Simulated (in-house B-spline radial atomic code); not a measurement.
# Zr⁴⁺: a fraction of an electron removed from 3d

How does the revTPSS energy of Zr⁴⁺ change when part of an electron is removed from 3d?

The numbers are computed with in-house B-spline radial atomic code version 1 (scalar-relativistic (spin-free one-electron X2C) revTPSS, spin-polarised, spherical fractional occupations, Fermi nucleus, basis-set limit), except any that are marked as measured or tabulated.

## Step 1: What is computed

```
element       : zirconium (Z = 40)
charge        : +4
electrons     : 36
configuration : [Ar] 3d10 4s2 4p6
Hamiltonian   : scalar-relativistic (X2C)
nucleus       : Fermi, rms radius 4.269 fm
```

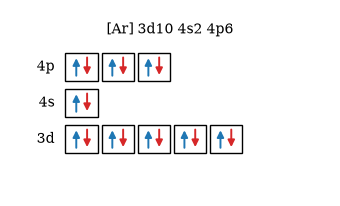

The shells outside the core, filled by Hund's rule for the drawing.

Where spins are not typed, each open shell is filled with up spins first.

## Step 2: The start, at fraction 0

Settings, as recorded:

```ini
Z = 40
electrons = 36.0
configuration = [Ar] 3d10 4s2 4p6
hamiltonian = x2c
method = revtpss,revtpss
spin_polarised = True
nucleus = fermi
rms_radius = 4.2694
mass_number = 90
atomic_mass = 89.904698755
speed_of_light = 137.035999084
```

From the run's result record (rounded, not every field):

```text
status: converged
scf [iteration, energy, orbital gradient]:
  - [1, -3594.56329765, 0.0621]
  - [2, -3594.56664347, 0.00223]
  - [3, -3594.56670612, 0.000691]
  - [4, -3594.56670747, 0.00029]
  - [5, -3594.56670759, 2.85e-05]
  - [6, -3594.5667076, 1.5e-05]
  - [7, -3594.5667076, 1.67e-06]
  - [8, -3594.5667076, 2.27e-08]
energy [hartree]: {"total": -3594.5667076, "kinetic": 3714.60998546, "nuclear": -8619.26304914, "coulomb": 1423.00307652, "xc": -112.916720433}
orbitals [hartree, bohr; up spins, the down spins are equal]:
  - ["name", "occ", "eps", "<r>", "<r^2>", "<1/r>", "r_max"]
  - ["1s up", 1.0, -656.61844, 0.036571, 0.0018147, 42.514, 0.023574]
  - ["2s up", 1.0, -92.389851, 0.16212, 0.031047, 9.4753, 0.13676]
  - ["2p up", 3.0, -82.468046, 0.14157, 0.024513, 9.0326, 0.10929]
  - ["3s up", 1.0, -16.512895, 0.45777, 0.24037, 3.1845, 0.40793]
  - ["3p up", 3.0, -13.274773, 0.46176, 0.24855, 2.9888, 0.40221]
  - ["3d up", 5.0, -7.9930662, 0.45221, 0.24734, 2.7408, 0.34747]
  - ["4s up", 1.0, -3.5325655, 1.192, 1.6032, 1.1386, 1.0721]
  - ["4p up", 3.0, -2.6853428, 1.315, 1.9655, 1.0131, 1.1604]
sum_r [bohr^k]: {"-1": 218.2401, "1": 19.72932, "2": 19.65756}
```

Run time: 0.28 s. Hardware: 1 thread, shared host.

Meta-GGA runs start from a PBE run whose iterations are not counted.

## Step 3: 0.05 electron removed from 3d

Settings: those of step 2 with these lines changed.

```diff
@@ -1,4 +1,4 @@
 Z = 40
-electrons = 36.0
-configuration = [Ar] 3d10 4s2 4p6
+electrons = 35.95
+configuration = [Ar] 3d9.95 4s2 4p6
 hamiltonian = x2c
```

Results of the run:

```text
status: converged
scf [iteration, energy, orbital gradient]:
  - [1, -3594.16199726, 0.0621]
  - [2, -3594.1653478, 0.00223]
  - [3, -3594.16541015, 0.000691]
  - [4, -3594.16541153, 0.00029]
  - [5, -3594.16541165, 2.88e-05]
  - [6, -3594.16541165, 1.52e-05]
  - [7, -3594.16541166, 1.62e-06]
  - [8, -3594.16541166, 2.27e-08]
energy [hartree]: {"total": -3594.16541166, "kinetic": 3714.22371346, "nuclear": -8616.22889984, "coulomb": 1420.67581641, "xc": -112.836041695}
orbitals [hartree, bohr; first row names the columns]:
  - ["name", "occ", "eps", "<r>"]
  - ["1s up", 1.0, -656.69599, 0.036571]
  - ["1s down", 1.0, -656.69596, 0.036571]
  - ["2s up", 1.0, -92.471855, 0.16212]
  - ["2s down", 1.0, -92.46969, 0.16211]
  - ["2p up", 3.0, -82.549731, 0.14157]
  - ["2p down", 3.0, -82.547968, 0.14157]
  - ["3s up", 1.0, -16.581655, 0.45756]
  - ["3s down", 1.0, -16.578061, 0.45758]
  - ["3p up", 3.0, -13.34327, 0.46149]
  - ["3p down", 3.0, -13.339621, 0.46152]
  - ["3d up", 5.0, -8.0628064, 0.45167]
  - ["3d down", 4.95, -8.0588017, 0.45173]
  - ["4s up", 1.0, -3.5708724, 1.1895]
  - ["4s down", 1.0, -3.5703808, 1.1896]
  - ["4p up", 3.0, -2.7210055, 1.3112]
  - ["4p down", 3.0, -2.7206146, 1.3114]
sum_r [bohr^k]: {"-1": 218.1643, "1": 19.67234, "2": 19.55441}
energy_minus_base [hartree]: 0.401295941
```

It took 0.18 s on 1 thread, shared host.

energy_minus_base is the energy less that of the reference run.

## Step 4: 0.2 electron removed from 3d

Settings: those of step 3 with these lines changed.

```diff
@@ -1,4 +1,4 @@
 Z = 40
-electrons = 35.95
-configuration = [Ar] 3d9.95 4s2 4p6
+electrons = 35.8
+configuration = [Ar] 3d9.8 4s2 4p6
 hamiltonian = x2c
```

Results of the run:

```text
status: converged
scf [iteration, energy, orbital gradient]:
  - [1, -3592.93831102, 0.0621]
  - [2, -3592.94167505, 0.00223]
  - [3, -3592.94173645, 0.000693]
  - [4, -3592.94173792, 0.000289]
  - [5, -3592.94173803, 2.97e-05]
  - [6, -3592.94173804, 1.58e-05]
  - [7, -3592.94173804, 1.49e-06]
  - [8, -3592.94173804, 2.26e-08]
energy [hartree]: {"total": -3592.94173804, "kinetic": 3713.04529557, "nuclear": -8607.06540444, "coulomb": 1413.67166533, "xc": -112.593294508}
orbitals [hartree, bohr; first row names the columns]:
  - ["name", "occ", "eps", "<r>"]
  - ["1s up", 1.0, -656.93018, 0.036571]
  - ["1s down", 1.0, -656.93008, 0.036571]
  - ["2s up", 1.0, -92.71944, 0.16211]
  - ["2s down", 1.0, -92.710715, 0.1621]
  - ["2p up", 3.0, -82.796365, 0.14157]
  - ["2p down", 3.0, -82.789262, 0.14156]
  - ["3s up", 1.0, -16.789015, 0.45696]
  - ["3s down", 1.0, -16.774553, 0.45703]
  - ["3p up", 3.0, -13.549866, 0.46066]
  - ["3p down", 3.0, -13.535177, 0.46078]
  - ["3d up", 5.0, -8.2732742, 0.45005]
  - ["3d down", 4.8, -8.2571266, 0.4503]
  - ["4s up", 1.0, -3.6865414, 1.182]
  - ["4s down", 1.0, -3.6845557, 1.1825]
  - ["4p up", 3.0, -2.8288065, 1.3]
  - ["4p down", 3.0, -2.8272147, 1.3006]
sum_r [bohr^k]: {"-1": 217.9355, "1": 19.5032, "2": 19.25131}
energy_minus_base [hartree]: 1.62496955
```

It took 0.18 s on 1 thread, shared host.

## Step 5: 0.27 electron removed from 3d

Settings: those of step 4 with these lines changed.

```diff
@@ -1,4 +1,4 @@
 Z = 40
-electrons = 35.8
-configuration = [Ar] 3d9.8 4s2 4p6
+electrons = 35.730000000000004
+configuration = [Ar] 3d9.73 4s2 4p6
 hamiltonian = x2c
```

Results of the run:

```text
status: converged
scf [iteration, energy, orbital gradient]:
  - [1, -3592.35704937, 0.0621]
  - [2, -3592.36041933, 0.00222]
  - [3, -3592.36048028, 0.000694]
  - [4, -3592.36048179, 0.000289]
  - [5, -3592.3604819, 3.02e-05]
  - [6, -3592.36048191, 1.61e-05]
  - [7, -3592.36048191, 1.43e-06]
  - [8, -3592.36048191, 2.26e-08]
energy [hartree]: {"total": -3592.36048191, "kinetic": 3712.48525447, "nuclear": -8602.75790059, "coulomb": 1410.39182274, "xc": -112.479658524}
orbitals [hartree, bohr; first row names the columns]:
  - ["name", "occ", "eps", "<r>"]
  - ["1s up", 1.0, -657.04026, 0.036571]
  - ["1s down", 1.0, -657.04013, 0.036571]
  - ["2s up", 1.0, -92.835783, 0.16211]
  - ["2s down", 1.0, -92.823963, 0.1621]
  - ["2p up", 3.0, -82.912269, 0.14157]
  - ["2p down", 3.0, -82.902646, 0.14155]
  - ["3s up", 1.0, -16.886334, 0.45667]
  - ["3s down", 1.0, -16.866755, 0.45678]
  - ["3p up", 3.0, -13.646841, 0.46028]
  - ["3p down", 3.0, -13.626952, 0.46043]
  - ["3d up", 5.0, -8.3721291, 0.4493]
  - ["3d down", 4.73, -8.3502477, 0.44963]
  - ["4s up", 1.0, -3.7409016, 1.1786]
  - ["4s down", 1.0, -3.7382087, 1.1792]
  - ["4p up", 3.0, -2.879528, 1.2949]
  - ["4p down", 3.0, -2.8773611, 1.2957]
sum_r [bohr^k]: {"-1": 217.8279, "1": 19.42516, "2": 19.113}
energy_minus_base [hartree]: 2.20622569
```

It took 0.18 s on 1 thread, shared host.

## Step 6: 0.46 electron removed from 3d

Settings: those of step 5 with these lines changed.

```diff
@@ -1,4 +1,4 @@
 Z = 40
-electrons = 35.730000000000004
-configuration = [Ar] 3d9.73 4s2 4p6
+electrons = 35.54
+configuration = [Ar] 3d9.54 4s2 4p6
 hamiltonian = x2c
```

Results of the run:

```text
status: converged
scf [iteration, energy, orbital gradient]:
  - [1, -3590.74634683, 0.0622]
  - [2, -3590.74973172, 0.00222]
  - [3, -3590.74979139, 0.000696]
  - [4, -3590.749793, 0.000289]
  - [5, -3590.74979311, 3.15e-05]
  - [6, -3590.74979312, 1.66e-05]
  - [7, -3590.74979312, 1.29e-06]
  - [8, -3590.74979312, 2.25e-08]
energy [hartree]: {"total": -3590.74979312, "kinetic": 3710.93245923, "nuclear": -8590.96662323, "coulomb": 1401.45450713, "xc": -112.170136256}
orbitals [hartree, bohr; first row names the columns]:
  - ["name", "occ", "eps", "<r>"]
  - ["1s up", 1.0, -657.34159, 0.036572]
  - ["1s down", 1.0, -657.34136, 0.036572]
  - ["2s up", 1.0, -93.154127, 0.16211]
  - ["2s down", 1.0, -93.133799, 0.16209]
  - ["2p up", 3.0, -83.229436, 0.14157]
  - ["2p down", 3.0, -83.212883, 0.14154]
  - ["3s up", 1.0, -17.152231, 0.4559]
  - ["3s down", 1.0, -17.118621, 0.45608]
  - ["3p up", 3.0, -13.911845, 0.45924]
  - ["3p down", 3.0, -13.877683, 0.4595]
  - ["3d up", 5.0, -8.6424736, 0.44729]
  - ["3d down", 4.54, -8.60481, 0.44784]
  - ["4s up", 1.0, -3.8896608, 1.1694]
  - ["4s down", 1.0, -3.8850156, 1.1705]
  - ["4p up", 3.0, -3.0185157, 1.2813]
  - ["4p down", 3.0, -3.01474, 1.2826]
sum_r [bohr^k]: {"-1": 217.5334, "1": 19.21609, "2": 18.74719}
energy_minus_base [hartree]: 3.81691447
```

Run time: 0.18 s. Hardware: 1 thread, shared host.

## Step 7: 0.5 electron removed from 3d

Settings: those of step 6 with these lines changed.

```diff
@@ -1,4 +1,4 @@
 Z = 40
-electrons = 35.54
-configuration = [Ar] 3d9.54 4s2 4p6
+electrons = 35.5
+configuration = [Ar] 3d9.5 4s2 4p6
 hamiltonian = x2c
```

Results of the run:

```text
status: converged
scf [iteration, energy, orbital gradient]:
  - [1, -3590.40107368, 0.0622]
  - [2, -3590.40446149, 0.00221]
  - [3, -3590.40452089, 0.000697]
  - [4, -3590.40452252, 0.000289]
  - [5, -3590.40452263, 3.19e-05]
  - [6, -3590.40452264, 1.67e-05]
  - [7, -3590.40452264, 1.27e-06]
  - [8, -3590.40452264, 2.25e-08]
energy [hartree]: {"total": -3590.40452264, "kinetic": 3710.59943508, "nuclear": -8588.46580328, "coulomb": 1399.56662507, "xc": -112.104779524}
orbitals [hartree, bohr; first row names the columns]:
  - ["name", "occ", "eps", "<r>"]
  - ["1s up", 1.0, -657.4055, 0.036572]
  - ["1s down", 1.0, -657.40525, 0.036572]
  - ["2s up", 1.0, -93.221621, 0.16211]
  - ["2s down", 1.0, -93.199482, 0.16208]
  - ["2p up", 3.0, -83.296685, 0.14157]
  - ["2p down", 3.0, -83.278655, 0.14154]
  - ["3s up", 1.0, -17.208532, 0.45574]
  - ["3s down", 1.0, -17.171941, 0.45593]
  - ["3p up", 3.0, -13.967966, 0.45902]
  - ["3p down", 3.0, -13.930769, 0.4593]
  - ["3d up", 5.0, -8.6997629, 0.44687]
  - ["3d down", 4.5, -8.6587353, 0.44747]
  - ["4s up", 1.0, -3.9212021, 1.1675]
  - ["4s down", 1.0, -3.9161398, 1.1687]
  - ["4p up", 3.0, -3.0480193, 1.2785]
  - ["4p down", 3.0, -3.0438959, 1.2799]
sum_r [bohr^k]: {"-1": 217.4709, "1": 19.17257, "2": 18.6719}
energy_minus_base [hartree]: 4.16218496
```

Wall time 0.18 s (1 thread, shared host).

(Part 1 of 2 ends here.)
